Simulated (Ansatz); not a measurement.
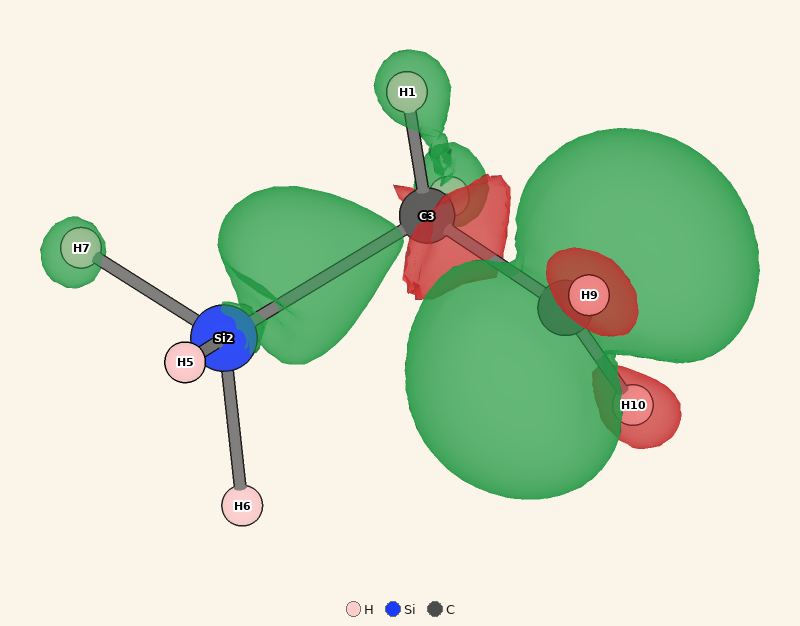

Figure 1: C2H7Si (doublet). Isosurfaces of the spin density (α minus β) at +0.02 (green) and −0.02 e/Å³ (red), seen at a tilt.

The product side of a reaction path; geometry: PBE0-D4/def2-TZVP.

Method: Ansatz, UKS PBE0-D4/def2-TZVPP.

```yaml
atoms:
  - { symbol: H, position_ang: [-1.3537, 0.7736, 0.5484] }
  - { symbol: Si, position_ang: [1.0028, 0.7983, -0.1435] }
  - { symbol: C, position_ang: [-0.5751, 0.0039, 0.5464] }
  - { symbol: C, position_ang: [-0.9470, -1.1610, -0.2735] }
  - { symbol: H, position_ang: [0.7714, 1.2341, -1.5458] }
  - { symbol: H, position_ang: [2.1112, -0.1921, -0.1253] }
  - { symbol: H, position_ang: [1.4073, 1.9838, 0.6655] }
  - { symbol: H, position_ang: [-0.3742, -0.2703, 1.5871] }
  - { symbol: H, position_ang: [-1.5344, -1.0381, -1.1741] }
  - { symbol: H, position_ang: [-0.5082, -2.1322, -0.0853] }
```

**Which atoms carry the spin?**

The unpaired spin (1 electron) lies mostly on C4 (about 0.7) and Si2 (about 0.1), in electrons by Hirshfeld's partition.
